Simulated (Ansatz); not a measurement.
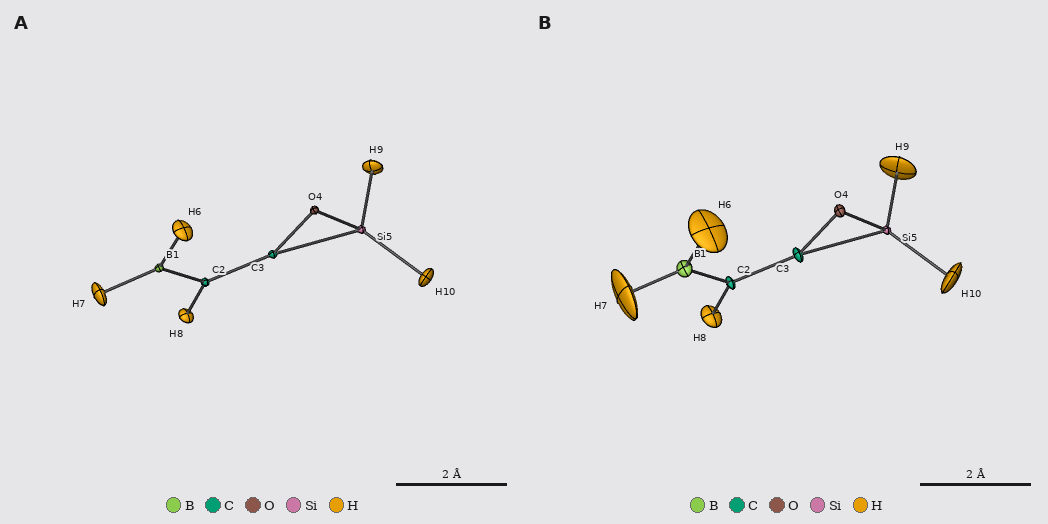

Displacement ellipsoids at the 50 % level, scaled by 0.7, from the internal vibrations of the free molecule (harmonic, no overall translation or rotation; no half-axis is drawn under 0.075 Å). Vibrations computed with RKS PBE0-D4/def2-TZVP (Ansatz 0.2.0). One panel is for 100 K, the other for 900 K.

> Which panel is for 900 K?

B.

> How much does the mean-square displacement of B1 grow, and why?

U_eq goes from 0.0028 to 0.0143 Å², a factor of 5.1. Modes below kT (626 cm⁻¹ at 900 K) grow about in proportion to T, and the lowest lies at 134 cm⁻¹; the mean-square amplitude of a mode is its zero-point value times coth(ħω/2kT), which comes close to 1 only above about 3kT.
